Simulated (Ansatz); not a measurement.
## Two runs on CoPt$_{2}$

System: CoPt$_{2}$, multiplicity 6.
Method of the first run: UKS PBE0-D4/def2-TZVP (Ansatz 0.2.0).

The geometry: PBE0-D4/def2-TZVP start. Text and figures count atoms from 1; the logs count them from 0 in places.

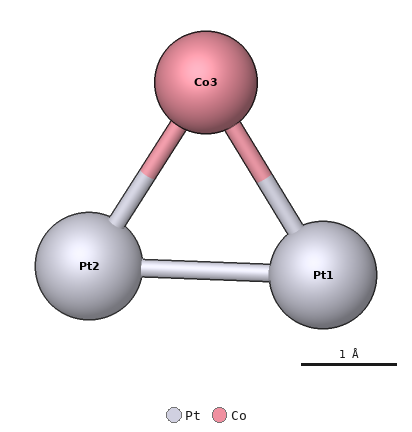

**Figure 1.** The starting structure (ball-and-stick view, seen at a tilt; atoms are numbered from 1 in the order of the input). Sticks mark near contacts. Bond lengths as drawn: Co–Pt 2.42 Å and Pt–Pt 2.48 Å.

**The input, the first run**
```yaml
crystal:
  periodic: [false, false, false]
  atoms:
    - {symbol: Pt, position_ang: [-0.862376, -1.092922, 0.283296]}
    - {symbol: Pt, position_ang: [0.352527, 0.952263, 0.993654]}
    - {symbol: Co, position_ang: [0.509849, 0.140659, -1.276949]}
basis:
  gaussian: {orbitals: def2-TZVP}
magnetization: {spin_polarized: true, initial_magnetization: 5}
hamiltonian: {xc: pbe0, dispersion: d4}
scf: {lower_state_search: "off"}
output: {orbitals: {seedname: orbitals}}
relax: {f_tol: 0.02, max_steps: 100}
```

Command:
```bash
ansatz run in.yaml --threads 4 --pin off --events-out ev --progress --plain --max-ram 3916MiB
```

Hardware: 4 threads of Arm Neoverse V2, 23 GiB of memory available, shared host.

**Output, shortened to warnings, some set-up lines, iterations and results (the first run)**
```
[...]
mean field evaluation 1: about -44063.5530 eV, gradient 1.4e2 eV
mean field evaluation 2: about -43312.9329 eV, gradient 3.7e2 eV
mean field evaluation 4: about -44066.9918 eV, gradient 1.1e2 eV
mean field evaluation 8: about -44113.1558 eV, gradient 1.6e1 eV
mean field evaluation 16: about -44114.5999 eV, gradient 7.0e-1 eV
mean field evaluation 32: about -44114.8016 eV, gradient 1.8e-3 eV
relax step   1: F+E_penalty+E_count = -44114.90344544 eV  Δ(F+E_penalty+E_count) = +0.000e0 eV  max|allowed force component| = 9.977e-1 eV/Å  Δτ_max = 0.0000 Å  (44 SCF …
mean field evaluation 64: about -44114.8579 eV, gradient 3.0e-6 eV
relax step   2: F+E_penalty+E_count = -44114.95983556 eV  Δ(F+E_penalty+E_count) = -5.639e-2 eV  max|allowed force component| = 7.506e-2 eV/Å  Δτ_max = 0.0654 Å  (41 SCF …
relax step   3: F+E_penalty+E_count = -44114.96018068 eV  Δ(F+E_penalty+E_count) = -3.451e-4 eV  max|allowed force component| = 2.504e-2 eV/Å  Δτ_max = 0.0057 Å  (45 SCF …
relax step   4: F+E_penalty+E_count = -44114.96021987 eV  Δ(F+E_penalty+E_count) = -3.919e-5 eV  max|allowed force component| = 2.578e-4 eV/Å  Δτ_max = 0.0012 Å  (48 SCF …
Total energy: -44114.96024828 eV, -1621.1948869303 hartree
Atom 0 at    -0.862395    -1.109653     0.246633 Å, force     0.000057     0.000024    -0.000126 eV/Å
Atom 1 at     0.376274     0.975540     0.970887 Å, force     0.000046     0.000005    -0.000132 eV/Å
Atom 2 at     0.486121     0.134113    -1.217520 Å, force    -0.000103    -0.000028     0.000258 eV/Å
Dipole moment:     0.251615     0.069417    -0.630187 e Å
Checks for a lower state left out: stability, starts, cluster_reference, orbital_swaps, neighbouring_geometries, increment
```

For the second run the input was changed thus:
```diff
-magnetization: {spin_polarized: true, initial_magnetization: 5}
+magnetization: {spin_polarized: true, initial_magnetization: 3}
```

Predict how the results change.

With the same method and basis, the second run lies 13.1 kcal/mol lower. The HOMO goes from −4.84 to −5.35 eV. The LUMO goes from −3.30 to −2.84 eV. The dipole moment goes from 3.28 to 2.65 D.

**Output, shortened to warnings, some set-up lines, iterations and results (the second run)**
```
[...]
mean field evaluation 1: about -44061.7657 eV, gradient 1.4e2 eV
mean field evaluation 2: about -43306.2573 eV, gradient 3.7e2 eV
mean field evaluation 4: about -44092.8174 eV, gradient 7.7e1 eV
mean field evaluation 8: about -44114.9799 eV, gradient 4.1e0 eV
mean field evaluation 16: about -44115.3445 eV, gradient 5.4e-1 eV
mean field evaluation 32: about -44115.3532 eV, gradient 2.5e-4 eV
relax step   1: F+E_penalty+E_count = -44115.45512307 eV  Δ(F+E_penalty+E_count) = +0.000e0 eV  max|allowed force component| = 1.074e0 eV/Å  Δτ_max = 0.0000 Å  (39 SCF iters, …
relax step   2: F+E_penalty+E_count = -44115.52535497 eV  Δ(F+E_penalty+E_count) = -7.023e-2 eV  max|allowed force component| = 1.859e-1 eV/Å  Δτ_max = 0.0729 Å  (52 SCF …
mean field evaluation 64: about -44115.4254 eV, gradient 2.1e-3 eV
relax step   3: F+E_penalty+E_count = -44115.52734675 eV  Δ(F+E_penalty+E_count) = -1.992e-3 eV  max|allowed force component| = 5.508e-2 eV/Å  Δτ_max = 0.0122 Å  (45 SCF …
relax step   4: F+E_penalty+E_count = -44115.52753754 eV  Δ(F+E_penalty+E_count) = -1.908e-4 eV  max|allowed force component| = 4.954e-4 eV/Å  Δτ_max = 0.0024 Å  (49 SCF …
Total energy: -44115.52756595 eV, -1621.2157354701 hartree
Atom 0 at    -0.862845    -1.112583     0.241602 Å, force    -0.000015    -0.000164    -0.000314 eV/Å
Atom 1 at     0.379811     0.979322     0.968187 Å, force     0.000212     0.000218    -0.000181 eV/Å
Atom 2 at     0.483034     0.133261    -1.209788 Å, force    -0.000198    -0.000055     0.000495 eV/Å
Dipole moment:     0.203861     0.056242    -0.510583 e Å
Checks for a lower state left out: stability, starts, cluster_reference, orbital_swaps, neighbouring_geometries, increment
```

**The two runs side by side**

| quantity | the first run | the second run |
| --- | --- | --- |
| outcome | converged | converged |
| total energy (hartree) | −1621.194887 | −1621.215735 |
| HOMO (eV) | −4.84 | −5.35 |
| LUMO (eV) | −3.30 | −2.84 |
| dipole moment (D) | 3.28 | 2.65 |
| ⟨S²⟩ | 8.800 | 3.797 |
| largest force (eV/Å) | 0.000 | 0.001 |
| basis functions | 125 | 125 |
| wall time (shared host) | 15 s | 15 s |
